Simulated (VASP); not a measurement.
# Ni: surface energy and work function by face, part 3 of 6

Aim: compare the low-index faces of Ni at one level of theory.

VASP 6.6.1, plane waves and PAW; the level of theory is named at each step.

Still holding for the runs below: The magnetic state follows from one typed start and may not be the lowest.

So far. Step 3 (The bulk reference, job self-consistent run, k-mesh …): The run ends at a pressure of 0.00 GPa.

### Step 4. Relaxing the slab, 7 atoms, face Ni(111) (continued)

Level of this step: PBEsol, spin-polarised from a ferromagnetic start; plane waves and PAW (Ni) (VASP).

Step by step:

```
step  energy less that of the first step (eV)  largest force (eV/Å)
   1                                   0.0000                0.1661
   2                                  -0.0030                0.0867
   3                                  -0.0037                0.0567
   4                                  -0.0038                0.0880
   5                                  -0.0040                0.0578
   6                                  -0.0039                0.0607
   7                                  -0.0040                0.0588
   8                                  -0.0043                0.0220
```

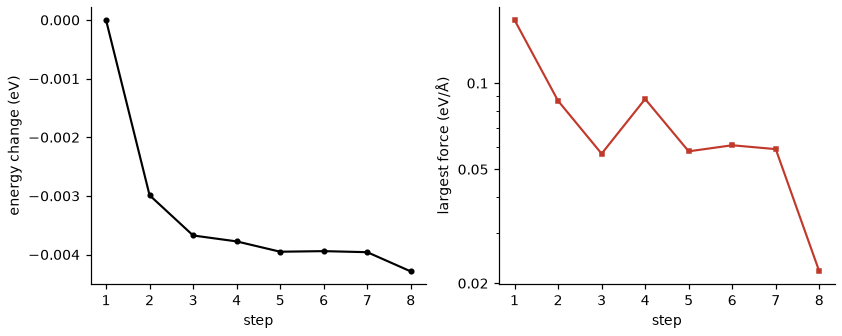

Energy and largest force along the relaxation.

The atoms that moved most (Å):

```
atom     dx     dy      dz  length
 Ni1  0.000  0.000   0.015   0.015
 Ni7  0.000  0.000  -0.015   0.015
 Ni6  0.000  0.000   0.011   0.011
 Ni2  0.000  0.000  -0.011   0.011
 Ni5  0.000  0.000   0.005   0.005
 Ni3  0.000  0.000  -0.005   0.005
```

The relaxed structure:

```xyz
7
Lattice="2.4471 0.0000 0.0000 1.2235 2.1192 0.0000 0.0000 0.0000 26.9881" Properties=species:S:1:pos:R:3
Ni    0.0000    0.0000    7.5146
Ni    1.2235    0.7064    9.4875
Ni    2.4471    1.4128   11.4907
Ni    0.0000    0.0000   13.4941
Ni    1.2235    0.7064   15.4974
Ni    2.4471    1.4128   17.5007
Ni    0.0000    0.0000   19.4735
```

This step gave:

| Item | Value |
| --- | --- |
| electronic cycles | 69 |
| electrons | 70 |
| free energy (TOTEN) | -41.54 eV |
| energy at zero smearing | -41.54 eV |
| Fermi energy | 2.679 eV |
| moment of the cell, from the last line of the log | 4.64 μB |

Spin moment in the PAW sphere by atom:

```
atom  spin moment in the PAW sphere (μB)
 Ni1                               0.693
 Ni2                               0.690
 Ni3                               0.645
 Ni4                               0.637
 Ni5                               0.645
 Ni6                               0.690
 Ni7                               0.693
```

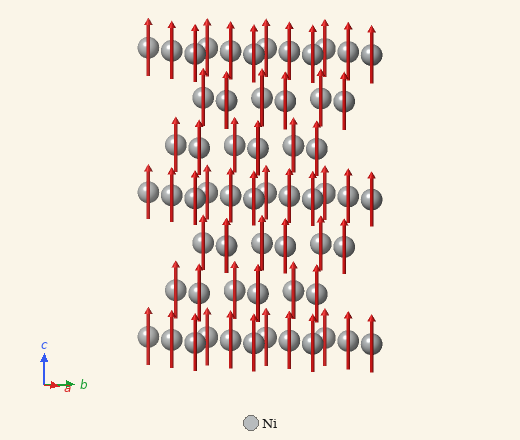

Spin moment in the PAW sphere as arrows, the longest 0.693 μB. Up and down stand for the sign. Arrows give size and sign along the axis of quantisation, drawn up and down the page. 2×3×1 cells are drawn. Some periodic images of atoms are drawn too.

The run ended after 8 ionic steps, 0.004 eV below its first step, once the forces on the free atoms met EDIFFG = -0.03.

### Step 5. Vacuum level and density of states, 7 atoms, face Ni(111)

A static run writes the electrostatic potential without exchange and correlation (LVHAR), which is flat in the vacuum and gives the level to count from. The dipole correction cancels the field that unlike faces would set up across the vacuum.

INCAR reads:

```
SYSTEM = Ni
PREC = Normal
ENCUT = 320
EDIFF = 1E-06
NELM = 120
ISMEAR = 1
SIGMA = 0.15
LREAL = .FALSE.
ALGO = Fast
GGA = PS
NBANDS = 51
ISPIN = 2
MAGMOM = 1 1 1 1 1 1 1
LASPH = .TRUE.
LMAXMIX = 4
LORBIT = 11
LWAVE = .FALSE.
LCHARG = .TRUE.
KPAR = 4
IDIPOL = 3
LDIPOL = .TRUE.
DIPOL = 0.5 0.5 0.5
LVHAR = .TRUE.
LVACPOTAV = .TRUE.
NEDOS = 1500
```

POSCAR reads:

```
Ni
1.0
    2.4470699736      0.0000000000      0.0000000000
    1.2235349868      2.1192247620      0.0000000000
    0.0000000000      0.0000000000     26.9881456006
Ni
7
Direct
    0.0000000000      0.0000000000      0.2784425819
    0.3333333300      0.3333333300      0.3515428750
    0.6666666700      0.6666666700      0.4257686900
    0.0000000000      0.0000000000      0.5000000000
    0.3333333300      0.3333333300      0.5742313100
    0.6666666700      0.6666666700      0.6484571250
    0.0000000000      0.0000000000      0.7215574181
```

KPOINTS reads:

```
Automatic mesh
0
Gamma
15 15 1
0 0 0
```

PAW data sets: Ni (PBE family, release 64).

The run is started by

```console
mpirun -np 4 vasp_std
```

The log of the run:

```text
[... set-up lines as in an earlier step ...]
 entering main loop
       N       E                     dE             d eps       ncg     rms          rms(c)
DAV:   1     0.435581393302E+03    0.43558E+03   -0.23669E+04  5572   0.121E+03
DAV:   2    -0.113942718192E+02   -0.44698E+03   -0.42158E+03  5519   0.295E+02
DAV:   3    -0.489756792654E+02   -0.37581E+02   -0.35092E+02  5913   0.114E+02
DAV:   4    -0.496222413511E+02   -0.64656E+00   -0.64529E+00  6001   0.172E+01
DAV:   5    -0.496385956760E+02   -0.16354E-01   -0.16354E-01  8252   0.178E+00    0.287E+01
RMM:   6    -0.531686497325E+02   -0.35301E+01   -0.67400E+01  6241   0.651E+01    0.370E+01
RMM:   7    -0.676794487808E+02   -0.14511E+02   -0.17124E+01  6484   0.273E+01    0.492E+01
RMM:   8    -0.539857345097E+02    0.13694E+02   -0.69127E+00  6080   0.200E+01    0.422E+01
RMM:   9    -0.433369381296E+02    0.10649E+02   -0.47644E+00  6256   0.166E+01    0.220E+01
RMM:  10    -0.447966336562E+02   -0.14597E+01   -0.66938E+00  6566   0.182E+01    0.256E+01
RMM:  11    -0.447280030039E+02    0.68631E-01   -0.20802E+00  6242   0.112E+01    0.279E+01
RMM:  12    -0.410331120121E+02    0.36949E+01   -0.72209E-01  6177   0.649E+00    0.140E+01
RMM:  13    -0.404952102376E+02    0.53790E+00   -0.49406E-01  6228   0.476E+00    0.696E+00
RMM:  14    -0.407335942010E+02   -0.23838E+00   -0.97756E-02  6213   0.175E+00    0.433E+00
RMM:  15    -0.409371770387E+02   -0.20358E+00   -0.65227E-02  6288   0.159E+00    0.634E+00
RMM:  16    -0.408285777272E+02    0.10860E+00   -0.68961E-02  6342   0.160E+00    0.355E+00
RMM:  17    -0.409667492884E+02   -0.13817E+00   -0.69724E-02  6559   0.137E+00    0.327E+00
RMM:  18    -0.410645556081E+02   -0.97806E-01   -0.42861E-02  6566   0.874E-01    0.268E+00
RMM:  19    -0.411245584596E+02   -0.60003E-01   -0.20023E-02  6608   0.581E-01    0.296E+00
RMM:  20    -0.412154709047E+02   -0.90912E-01   -0.24392E-02  6812   0.614E-01    0.235E+00
RMM:  21    -0.413975002254E+02   -0.18203E+00   -0.71478E-02  7260   0.879E-01    0.259E+00
RMM:  22    -0.414671980736E+02   -0.69698E-01   -0.24986E-02  6850   0.559E-01    0.258E+00
RMM:  23    -0.414801605953E+02   -0.12963E-01   -0.37999E-03  6523   0.281E-01    0.303E+00
RMM:  24    -0.414397751243E+02    0.40385E-01   -0.44328E-03  6537   0.445E-01    0.232E+00
RMM:  25    -0.413510828330E+02    0.88692E-01   -0.12943E-02  7059   0.600E-01    0.157E+00
RMM:  26    -0.413789787180E+02   -0.27896E-01   -0.40532E-03  6643   0.367E-01    0.484E-01
RMM:  27    -0.414168923320E+02   -0.37914E-01   -0.50134E-03  6798   0.339E-01    0.391E-01
RMM:  28    -0.414347437955E+02   -0.17851E-01   -0.87441E-04  6472   0.126E-01    0.364E-01
RMM:  29    -0.414504328846E+02   -0.15689E-01   -0.26092E-04  6468   0.695E-02    0.452E-01
RMM:  30    -0.414633759371E+02   -0.12943E-01   -0.25958E-04  6498   0.952E-02    0.383E-01
RMM:  31    -0.414869653259E+02   -0.23589E-01   -0.30386E-04  6696   0.755E-02    0.155E-01
RMM:  32    -0.415233261836E+02   -0.36361E-01   -0.11609E-03  7198   0.107E-01    0.954E-02
RMM:  33    -0.415310646662E+02   -0.77385E-02   -0.13322E-04  6636   0.571E-02    0.148E-01
RMM:  34    -0.415344748105E+02   -0.34101E-02   -0.58093E-05  6517   0.425E-02    0.465E-02
RMM:  35    -0.415367922604E+02   -0.23174E-02   -0.21371E-05  6200   0.242E-02    0.408E-02
RMM:  36    -0.415380019904E+02   -0.12097E-02   -0.98765E-06  5325   0.123E-02    0.130E-02
RMM:  37    -0.415384763006E+02   -0.47431E-03   -0.35340E-06  4811   0.915E-03    0.167E-02
RMM:  38    -0.415385678324E+02   -0.91532E-04   -0.11967E-06  4398   0.641E-03    0.141E-02
RMM:  39    -0.415385854739E+02   -0.17642E-04   -0.48560E-07  4190   0.420E-03    0.860E-03
RMM:  40    -0.415385929470E+02   -0.74731E-05   -0.27043E-07  4106   0.303E-03    0.642E-03
RMM:  41    -0.415385969374E+02   -0.39904E-05   -0.16167E-07  4083   0.284E-03    0.254E-03
RMM:  42    -0.415385997786E+02   -0.28412E-05   -0.10975E-07  3924   0.202E-03    0.824E-04
RMM:  43    -0.415386008390E+02   -0.10604E-05   -0.52941E-08  3660   0.156E-03    0.625E-04
RMM:  44    -0.415386010622E+02   -0.22316E-06   -0.17247E-08  2963   0.110E-03
 -----------------------------------------------------------------------------
|                                                                             |
|           W    W    AA    RRRRR   N    N  II  N    N   GGGG   !!!           |
|           W    W   A  A   R    R  NN   N  II  NN   N  G    G  !!!           |
|           W    W  A    A  R    R  N N  N  II  N N  N  G       !!!           |
|           W WW W  AAAAAA  RRRRR   N  N N  II  N  N N  G  GGG   !            |
|           WW  WW  A    A  R   R   N   NN  II  N   NN  G    G                |
|           W    W  A    A  R    R  N    N  II  N    N   GGGG   !!!           |
|                                                                             |
|     Did not find any points to average over, which means that no vacuum     |
|     field-free region was found. Please increase the size of  your cell     |
|     in the dimension of the dipole correction to obtain accurate            |
|     workfunction values.                                                    |
|                                                                             |
 -----------------------------------------------------------------------------

   1 F= -.41538601E+02 E0= -.41537400E+02  d E =-.360370E-02  mag=     4.6368
```

Run time: 2 min. Hardware: 4 MPI ranks of Intel Xeon Platinum 8259CL at 2.50GHz (Skylake/Cascade Lake), shared host; peak memory 0.98 GiB; 8.1 min of CPU time.

From OUTCAR (step 5):

```text
   NELECT =      70.0000    total number of electrons

 dipolmoment           0.000000      0.000000      0.000000 electrons x Angstroem

 E-fermi :   2.6805

 spin component 1
 k-point     1 :       0.0000    0.0000    0.0000
  band No.  band energies     occupation
    ...
     38       1.9842      1.00000
     39       1.9842      1.00000
     40       2.0588      1.00000
     41       2.0588      1.00000
     42       2.3956      1.01091
     43       2.7138      0.31694
     44       7.5293      0.00000
     45       7.8436      0.00000
     46       8.6656      0.00000
     47       9.8866      0.00000
    ...

 k-point     2 :       0.0667    0.0000    0.0000
  band No.  band energies     occupation
    ...
     37       1.7537      1.00000
     38       1.8186      1.00000
     39       1.9866      1.00000
     40       2.0634      1.00000
     41       2.2085      1.00004
     42       2.9748     -0.00902
     43       3.3653     -0.00000
     44       7.6702      0.00000
     45       7.9896      0.00000
     46       8.7816      0.00000
    ...

  Total       -1.6135465     -1.6135465     -0.3798354      0.0000000      0.0000000      0.0000000
  in kB      -18.4712210    -18.4712210     -4.3482001      0.0000000      0.0000000      0.0000000
  external PRESSURE =     -13.7635474 kB  Pullay stress =       0.0000000 kB

 POSITION                                       TOTAL-FORCE (eV/Angst)
 -----------------------------------------------------------------------------------
      0.00000      0.00000      7.51465        -0.000000     -0.000000      0.016003
      1.22353      0.70641      9.48749         0.000000      0.000000      0.025521
      2.44707      1.41282     11.49071        -0.000000     -0.000000     -0.019122
      0.00000      0.00000     13.49407         0.000000     -0.000000      0.000000
      1.22353      0.70641     15.49744         0.000000      0.000000      0.019122
      2.44707      1.41282     17.50066        -0.000000     -0.000000     -0.025521
      0.00000      0.00000     19.47350         0.000000     -0.000000     -0.016003
 -----------------------------------------------------------------------------------
    total drift:                                0.000000      0.000000      0.000000

  FREE ENERGIE OF THE ION-ELECTRON SYSTEM (eV)
  ---------------------------------------------------
  free  energy   TOTEN  =       -41.5386010622 eV

  energy  without entropy=      -41.5349973634  energy(sigma->0) =      -41.53739983

 vacuum level on the upper side and lower side of the slab         7.885         7.885

 magnetization (x)
# of ion       s       p       d       tot
------------------------------------------
    1       -0.004  -0.023   0.720   0.693
    2       -0.006  -0.025   0.722   0.691
    3       -0.006  -0.025   0.675   0.644
    4       -0.006  -0.024   0.667   0.636
    5       -0.006  -0.025   0.675   0.644
    6       -0.006  -0.025   0.722   0.691
    7       -0.004  -0.023   0.720   0.693
--------------------------------------------------
tot         -0.040  -0.168   4.901   4.693

[... 7 parts as in an earlier step ...]

[... 15 further parts left out ...]
```

Numbers from this step:

```
electronic cycles                          : 44
Fermi energy                               : 2.680 eV
dipole moment                              : 0, 0, 0 e·Å
vacuum levels                              : 7.885, 7.885 eV
work functions of the upper and lower face : 5.204, 5.204 eV
```

The planar average of the electrostatic potential oscillates, so the rows of the table below give means over windows of 2.02 Å about each position, cut where the curve ends. Its maxima inside the range that stand out by 2 % of the span (Å: eV): 8.5: -0.656, 10.5: -0.44, 12.5: -0.380, 14.5: -0.380, 16.5: -0.44, 18.4: -0.656. Its minima: 7.5: -21.4, 9.4: -21.5, 11.5: -21.5, 13.5: -21.6, 15.5: -21.5, 17.5: -21.5, 19.5: -21.4.

Zero at the Fermi level. The planar average of the electrostatic potential by height; means over each step:

```
height (Å)  planar average of the electrostatic potential (eV)
      1.01                                                5.21
      3.03                                                5.21
      5.05                                                5.01
      7.07                                               -8.24
      9.09                                               -9.98
     11.11                                               -9.85
     13.13                                               -9.83
     15.15                                               -9.84
     17.17                                               -9.87
     19.19                                               -9.76
     21.21                                                3.84
     23.23                                                5.20
     25.25                                                5.21
```

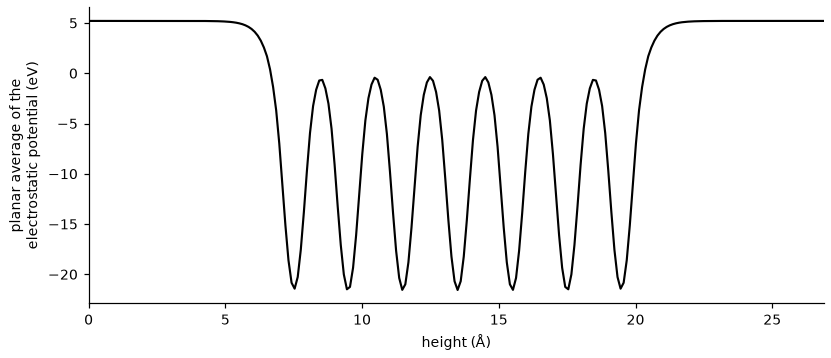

Planar average of the electrostatic potential, plotted against height.

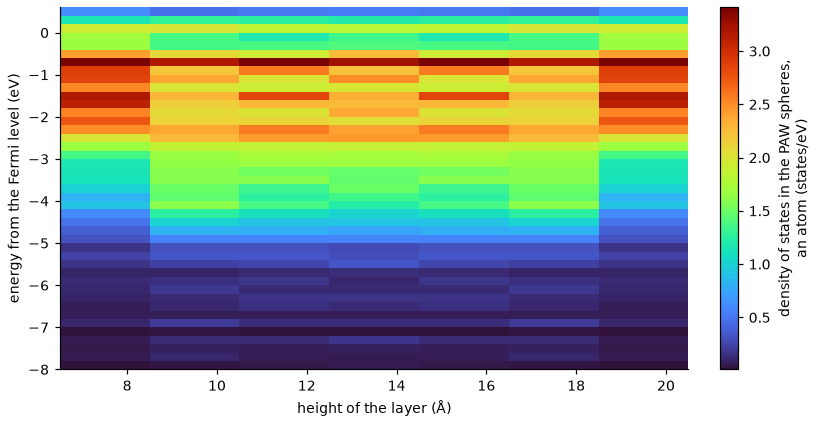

Density of states in the PAW spheres, an atom over height of the layer and energy from the Fermi level.

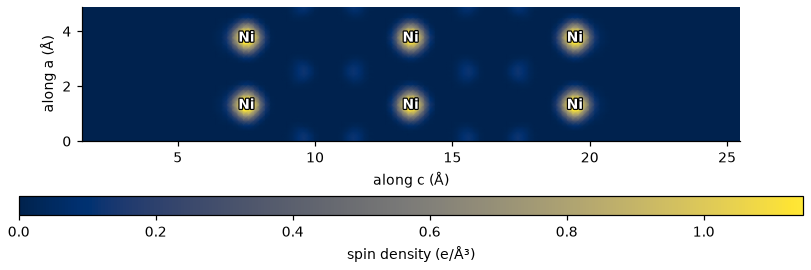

Spin density in the ca plane at fractional y = 0.000, with atoms of Ni within 0.2 Å of it. The map starts off the cell's origin, so that atoms lie inside it. The far vacuum is left out of the map.

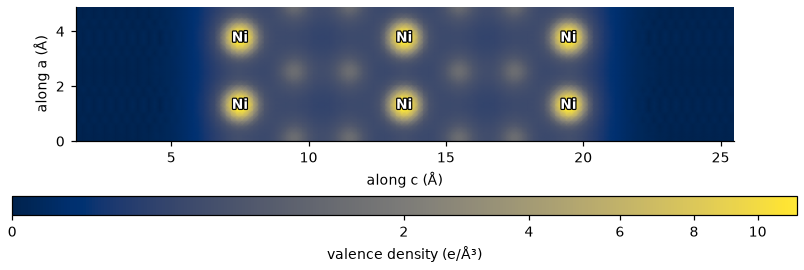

Valence density in the ca plane at fractional y = 0.000, with atoms of Ni within 0.2 Å of it. It is the smooth field of the valence electrons, not physical close to the nuclei. The map starts off the cell's origin, so that atoms lie inside it. The colour scale is stretched toward low values. The far vacuum is left out of the map.

The map of layer states is cut here 0.5 eV above the Fermi level, so it leaves out the states above that.

The vacuum level lies 5.20 eV above the Fermi level at the upper face; both faces agree, as the slab has next to no dipole.

The program found no field-free point at its default tolerance, but its printed level agrees with the flat part of the planar average.

On this mesh the fine structure of the density of states is sampling noise, and high empty states may be cut by the number of bands.

(Continued in part 4 of 6.)

[Lines on the potential files, build, host, timing and source positions are cut from VASP's logs without a mark.]

[Logs are printed without paths, hosts, clocks, repeated set-up lines and the standing remarks that a program may print on its own settings, such as how far it seeks lower states.]

[Hosts, paths, dates, database ids (printed as entryN), source tags and the programs' standing remarks are cut or masked in the printed files.]

[Runs that stopped without an error message from VASP are left out.]
